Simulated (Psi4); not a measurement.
**OH− (hydroxide) at 6 levels**

We compute a comparison of 6 runs (HF/3-21G, B3LYP/6-31G*, DSD-PBEP86/aug-cc-pVTZ, HSE06/aug-cc-pVTZ, wB97X-V/aug-cc-pVTZ, OMP2/aug-cc-pVTZ) of OH− (hydroxide). 

The results are computed with Psi4 1.11.

1 further run of the same task is left out (set aside as unsound or not needed).

### Step 1. The structure to begin with

The species is OH− (2 atoms), meant as a singlet with charge -1. SMILES: `[OH-]`. The O1–H2 distance was set to 1.445 Å, away from the relaxed value.

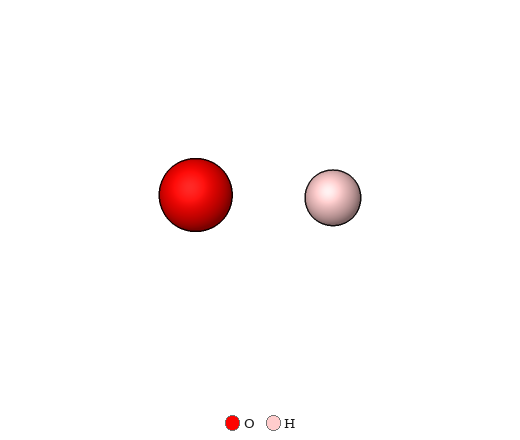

The structure, seen from a chosen angle (oxygen red, hydrogen pink).

### Step 2. A single-point energy at HF/3-21G (run 1)

The input, job.py:

```python
import psi4

psi4.set_memory(1600000000)
psi4.set_num_threads(1)
psi4.core.set_output_file('run.log', False)

molecule = psi4.geometry("""
-1 1
O      0.823580    -0.263594     0.424990
H     -0.411800     0.131800    -0.212500
units angstrom
symmetry c1
no_reorient
no_com
""")

options = {'basis': '3-21G', 'reference': 'rhf', 'puream': True, 'e_convergence': 1e-09, 'd_convergence': 1e-08, 'scf_type': 'pk'}
psi4.set_options(options)

energy_value, wavefunction = psi4.energy('scf', return_wfn=True)
psi4.oeprop(wavefunction, 'MAYER_INDICES', 'DIPOLE', 'WIBERG_LOWDIN_INDICES', title='SCF')
print('E =', round(energy_value, 9))
for k, v in sorted(psi4.core.scalar_variables().items()):
    print(f'{k:45s} {v:18.10f}')
```

Launch:

```
$ python job.py
```

run.log:

```text
[...]
  Running in c1 symmetry.
[...]
  Nuclear repulsion =    2.929091603626577
[...]
  Multiplicity = 1
[...]
  Nalpha       = 5
  Nbeta        = 5
[...]
    Number of basis functions: 11
[...]
   @RHF iter   1:   -74.52409013387937   -5.54383e-01   6.39766e-02 ADIIS/DIIS
[...]
   @RHF iter   9:   -74.82580886494836   -4.26326e-14   2.57681e-09 DIIS
[...]
    Orbital Energies [Eh]
    ---------------------
    Doubly Occupied:
       1A    -20.023550     2A     -0.768911     3A     -0.070322
       4A     -0.062007     5A     -0.062007
[...]
  @RHF Final Energy:   -74.82580886494836
   => Energetics <=
    Nuclear Repulsion Energy =              2.9290916036265768
    One-Electron Energy =                -113.5362074991959531
    Two-Electron Energy =                  35.7813070306210079
    Total Energy =                        -74.8258088649483710
[...]
 Multipole Moments:
 ------------------------------------------------------------------------------------
     Multipole            Electronic (a.u.)      Nuclear  (a.u.)        Total (a.u.)
 ------------------------------------------------------------------------------------
 L = 1.  Multiply by 2.5417464519 to convert [e a0] to [Debye]
 Dipole X            :        -12.5816271           11.6725359           -0.9090911
 Dipole Y            :          4.0268605           -3.7358978            0.2909627
 Dipole Z            :         -6.4924670            6.0233508           -0.4691162
 Magnitude           :                                                    1.0635676
[...]
```

The script printed:

```text
Memory set to   1.490 GiB by Python driver.
  Threads set to 1 by Python driver.
E = -74.825808865
CURRENT ENERGY                                    -74.8258088649
CURRENT REFERENCE ENERGY                          -74.8258088649
DD SOLVATION ENERGY                                 0.0000000000
HF KINETIC ENERGY                                  74.8076634527
HF POTENTIAL ENERGY                              -149.6334723177
HF TOTAL ENERGY                                   -74.8258088649
HF VIRIAL RATIO                                     2.0002425609
NUCLEAR REPULSION ENERGY                            2.9290916036
ONE-ELECTRON ENERGY                              -113.5362074992
PCM POLARIZATION ENERGY                             0.0000000000
PE ENERGY                                           0.0000000000
SCF ITERATION ENERGY                              -74.8258088649
SCF ITERATIONS                                      9.0000000000
SCF TOTAL ENERGY                                  -74.8258088649
TWO-ELECTRON ENERGY                                35.7813070306
```

Run time: 3.6 s. Hardware: 1 thread of Intel Xeon Platinum 8175M at 2.50GHz (Skylake/Cascade Lake), shared host; peak memory 0.18 GiB.

### Step 3. The energy at B3LYP/6-31G(d) (spherical functions) (run 2)

The input, ho.json:

```json
{
 "schema_name": "qcschema_input",
 "schema_version": 1,
 "molecule": {
  "schema_name": "qcschema_molecule",
  "schema_version": 2,
  "symbols": ["O", "H"],
  "geometry": [1.55634064, -0.49812047, 0.80311471, -0.77818922, 0.2490659, -0.4015668],
  "molecular_charge": -1,
  "molecular_multiplicity": 1,
  "fix_symmetry": "c1"
 },
 "driver": "energy",
 "model": {
  "method": "b3lyp",
  "basis": "6-31G*"
 },
 "keywords": {
  "reference": "rks",
  "puream": true,
  "e_convergence": 1e-09,
  "d_convergence": 1e-08,
  "scf_type": "pk",
  "dft_radial_points": 99,
  "dft_spherical_points": 590,
  "scf_properties": ["LOWDIN_CHARGES", "DIPOLE", "QUADRUPOLE"]
 }
}
```

Launch:

```
$ psi4 --qcschema ho.json -n 1 --memory 1600MB
```

stdout:

```text
[...]
                   'protocols': {'error_correction': {'default_policy': True, 'policies': None},
                                 'native_files': 'none',
[...]
  Running in c1 symmetry.
[...]
  Nuclear repulsion =    2.929091603826815
[...]
  Multiplicity = 1
[...]
  Nalpha       = 5
  Nbeta        = 5
[...]
    Number of basis functions: 16
[...]
   @RKS iter   1:   -75.25108971973674   -9.21893e-02   5.77856e-02 DIIS/ADIIS
[...]
   @RKS iter   9:   -75.65850332224268   -1.40119e-11   4.54660e-09 DIIS
[...]
    Orbital Energies [Eh]
    ---------------------
    Doubly Occupied:
       1A    -18.741088     2A     -0.459942     3A      0.009386
       4A      0.126105     5A      0.126105
[...]
  @RKS Final Energy:   -75.65850332224268
   => Energetics <=
    Nuclear Repulsion Energy =              2.9290916038268149
    One-Electron Energy =                -113.9959755946918278
    Two-Electron Energy =                  42.7821079446184953
    DFT Exchange-Correlation Energy =      -7.3737272759961616
    Empirical Dispersion Energy =           0.0000000000000000
    VV10 Nonlocal Energy =                  0.0000000000000000
    Total Energy =                        -75.6585033222426802
[...]
 Multipole Moments:
 ------------------------------------------------------------------------------------
     Multipole            Electronic (a.u.)      Nuclear  (a.u.)        Total (a.u.)
 ------------------------------------------------------------------------------------
 L = 1.  Multiply by 2.5417464519 to convert [e a0] to [Debye]
 Dipole X            :          0.0000000            0.0000000            0.0000000
 Dipole Y            :          0.0000000            0.0000000            0.0000000
 Dipole Z            :          1.5007994           -1.2742013            0.2265981
 Magnitude           :                                                    0.2265981
 L = 2.  Multiply by 1.3450342976 to convert [e a0^2] to [Debye ang]
 Quadrupole XX       :         -6.2247807            0.0000000           -6.2247807
 Quadrupole XY       :          0.0000000            0.0000000            0.0000000
[...]
```

The result, in JSON:

```text
{
 "driver": "energy",
 "model": {
  "method": "b3lyp",
  "basis": "6-31G*"
 },
 "success": true,
 "return_result": -75.65850332224268,
 "properties": {
  "calcinfo_nbasis": 16,
  "calcinfo_nmo": 16,
  "calcinfo_nalpha": 5,
  "calcinfo_nbeta": 5,
  "calcinfo_natom": 2,
  "nuclear_repulsion_energy": 2.929091603826815,
  "return_energy": -75.65850332224268,
  "scf_one_electron_energy": -113.99597559469183,
  "scf_two_electron_energy": 42.782107944618495,
  "scf_xc_energy": -7.373727275996162,
  "scf_dipole_moment": [3.3902267401841825e-16, 9.410271426001034e-16, 0.22659806407673777],
  "scf_total_energy": -75.65850332224268,
  "scf_iterations": 9
 }
}
```

Wall time 6.3 s (1 thread of Intel Xeon Platinum 8175M at 2.50GHz (Skylake/Cascade Lake), shared host); peak memory 0.25 GiB.

Runs 3 to 5 aren't shown in full; the table further down has their settings and results.

### Step 4. A single-point energy at OMP2/aug-cc-pVTZ (run 6)

The input, calc.dat:

```
memory 1.6 GB

molecule {
  -1 1
  O      1.55634064    -0.49812047     0.80311471
  H     -0.77818922     0.24906590    -0.40156680
  units bohr
  symmetry c1
  no_reorient
  no_com
}

set globals {
  basis aug-cc-pVTZ
  puream true
  e_convergence 1e-09
  d_convergence 1e-08
  scf_type pk
  num_frozen_docc 1
}

e_tot = energy('omp2')
```

Launch:

```
$ psi4 calc.dat calc.out -n 1
```

calc.out:

```text
[...]
  Running in c1 symmetry.
[...]
  Nuclear repulsion =    2.929091603826815
[...]
  Multiplicity = 1
[...]
  Nalpha       = 5
  Nbeta        = 5
[...]
    Number of basis functions: 69
[...]
   @RHF iter   1:   -75.01309188387206   -5.91066e-01   1.08697e-02 ADIIS/DIIS
[...]
   @RHF iter  13:   -75.31849094796108   -8.24230e-13   8.81724e-10 DIIS
[...]
    Orbital Energies [Eh]
    ---------------------
    Doubly Occupied:
       1A    -20.262426     2A     -0.865568     3A     -0.156727
       4A     -0.148647     5A     -0.148647
[...]
  @RHF Final Energy:   -75.31849094796108
   => Energetics <=
    Nuclear Repulsion Energy =              2.9290916038268149
    One-Electron Energy =                -113.3311325505280251
    Two-Electron Energy =                  35.0835499987401249
    Total Energy =                        -75.3184909479610809
[...]
 Multipole Moments:
 ------------------------------------------------------------------------------------
     Multipole            Electronic (a.u.)      Nuclear  (a.u.)        Total (a.u.)
 ------------------------------------------------------------------------------------
 L = 1.  Multiply by 2.5417464519 to convert [e a0] to [Debye]
 Dipole X            :        -12.9493670           11.6725359           -1.2768311
 Dipole Y            :          4.1445589           -3.7358979            0.4086610
 Dipole Z            :         -6.6822310            6.0233509           -0.6588801
 Magnitude           :                                                    1.4937954
[...]
	Warning: cc_lambda option is changed to TRUE
	For this residual convergence, default PCG convergence is:     1.00e-07
[...]
	DF-MP2 Total Energy (a.u.)         :   -75.61408256483783
[...]
	DF-MP2 Total Energy (a.u.)         :   -75.63599484734857
[...]
	DF-OMP2 Total Energy (a.u.)        :   -75.63599484725559
[...]
```

Wall time 8.1 s (1 thread of Intel Xeon Platinum 8175M at 2.50GHz (Skylake/Cascade Lake), shared host); peak memory 0.26 GiB.

### Step 5. All runs side by side

| run | level | integration grid | frozen core orbitals | energy (Eh) | HOMO energy (eV) | LUMO energy (eV) | HOMO–LUMO gap (eV) | wall time |
| --- | --- | --- | --- | --- | --- | --- | --- | --- |
| 1 | HF/3-21G | – | 0 | -74.825809 | -1.69 | 14.82 | 16.51 | 3.6 s |
| 2 | B3LYP/6-31G* (spherical functions) | 99 radial × 590 angular | 0 | -75.658503 | 3.43 | 8.21 | 4.78 | 6.3 s |
| 3 | DSD-PBEP86/aug-cc-pVTZ | 99 radial × 590 angular | 1 | -75.642255 | -2.35 | 4.59 | 6.93 | 9.6 s |
| 4 | HSE06/aug-cc-pVTZ | 99 radial × 590 angular | 0 | -75.669811 | 0.89 | 3.61 | 2.72 | 24 s |
| 5 | wB97X-V/aug-cc-pVTZ | 99 radial × 590 angular | 0 | -75.716356 | -2.06 | 4.89 | 6.95 | 31 s |
| 6 | OMP2/aug-cc-pVTZ | – | 1 | -75.635995 | -4.04 | 4.97 | 9.02 | 8.1 s |

### Step 6. What came out

| quantity | value |
| --- | --- |
| run 6: total energy | -75.63599 Eh |
| run 6: HOMO energy (Hartree–Fock orbitals) | -4.04 eV |
| run 6: LUMO energy (Hartree–Fock orbitals) | 4.97 eV |
| run 6: HOMO–LUMO gap (to an unbound level, set by the basis) | 9.02 eV |
| run 6: correlation energy (1 core orbital frozen) | -317.5 mEh |

In words: Over runs 1, 2, 3, 4, 5 the HOMO–LUMO gap runs from 2.72 eV (HSE06/aug-cc-pVTZ) to 16.51 eV (HF/3-21G). The two ends differ in method and basis. The empty levels of an anion lie above zero and hang on the basis. Totals of different functionals can't be ranked against each other. In runs 2, 4 the HOMO lies above zero, so the outermost electron may be held by the basis alone. All runs together took 82 s, the longest 31 s.
